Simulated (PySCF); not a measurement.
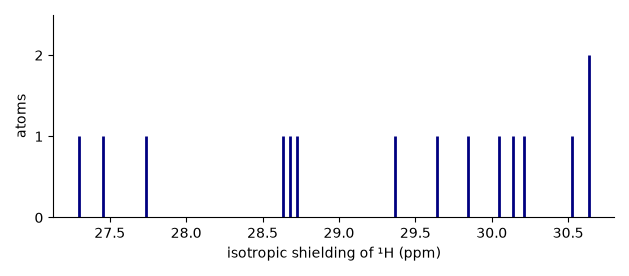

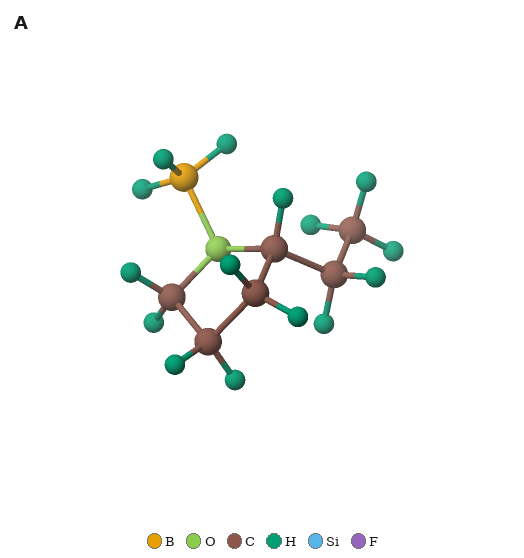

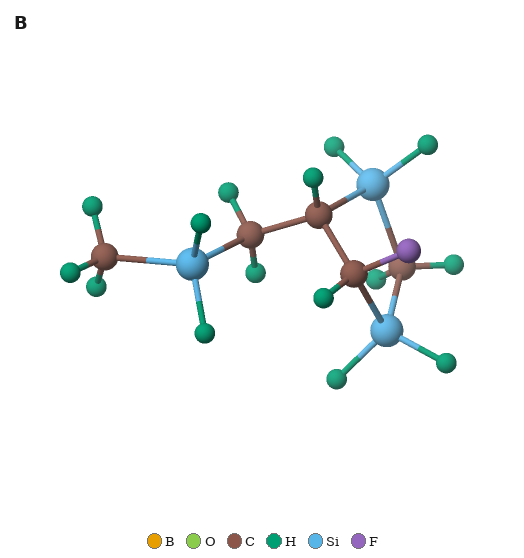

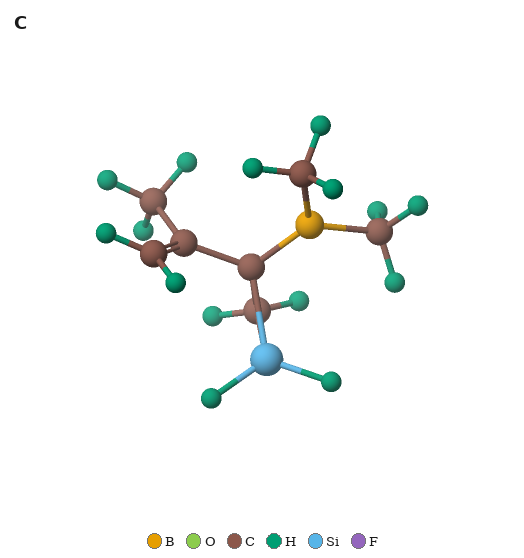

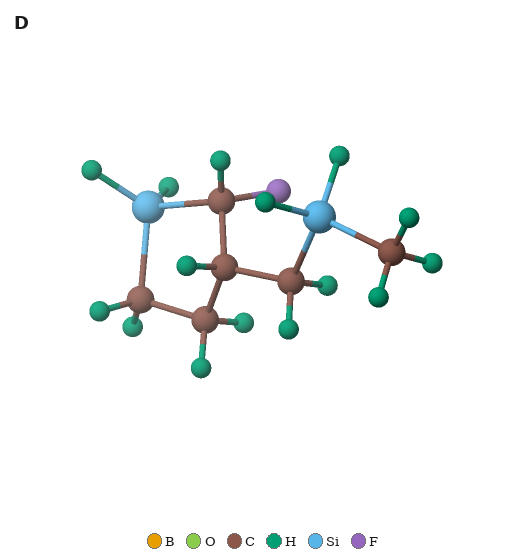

The sticks are computed shieldings of one of the molecules, for one fixed geometry (GFN2-xTB) without averaging over rotations. Low shielding means a high chemical shift. Method: GIAO PBE0/pcSseg-1 NMR shielding, non-relativistic, gas phase (PySCF 2.14.0).

### Match the spectrum to a structure.

A, `[BH3-][O+]1CCC[C@H]1CC`. Its 15 H atoms give lines at 27.30, 27.45, 27.74, 28.64, 28.68, 28.72, 29.37, 29.64, 29.85, 30.04, 30.14, 30.21, 30.53, 30.64 (2 atoms) ppm.

The geometry is semi-empirical. Around B, Si such bond lengths and angles can be off by a tenth of an ångström or more and by several degrees, and values that hang on the shape move with them.
